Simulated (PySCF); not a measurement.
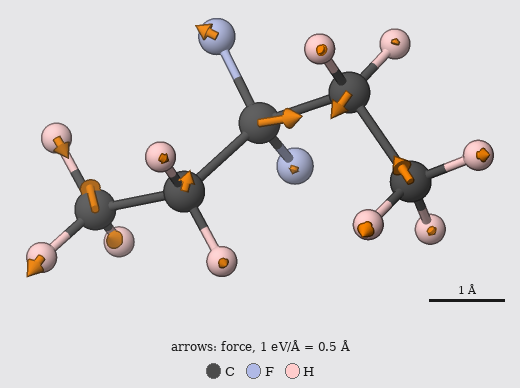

Starting geometry of C₅H₁₀F₂ with the computed forces as orange arrows. Style: ball-and-stick. Shown at a tilt.

The start comes from GFN2-xTB. Its atoms were then displaced at random by about 0.01 Å.

Theory: PBE0-D3(BJ)/def2-TZVP geometry optimisation, gas phase in PySCF. 

Is this structure relaxed? If not, where do the atoms go?

Answer. It isn't relaxed: the largest force vector, on a C atom, is 1.71 eV/Å. The final displacements have little in common with the starting forces (cosine between the two patterns 0.18). An H atom moves most after the best rigid fit: 0.15 Å. Largest moves by element: H 0.15 Å, F 0.06 Å, C 0.06 Å. Among the contacts that change: C–C 1.544 → 1.512 Å, C–C 1.495 → 1.518 Å, C–H 1.112 → 1.091 Å, C–F 1.354 → 1.371 Å. Among the angles between lasting bonds that change: C–C–F 111.5° → 109.0°, H–C–H 109.2° → 107.0°, H–C–H 109.6° → 107.4°. After 4 geometry steps the energy has fallen by 8.95 kJ/mol. The run took 7.3 min on 2 threads of Intel(R) Xeon(R) Processor @ 2.50GHz (shared host).
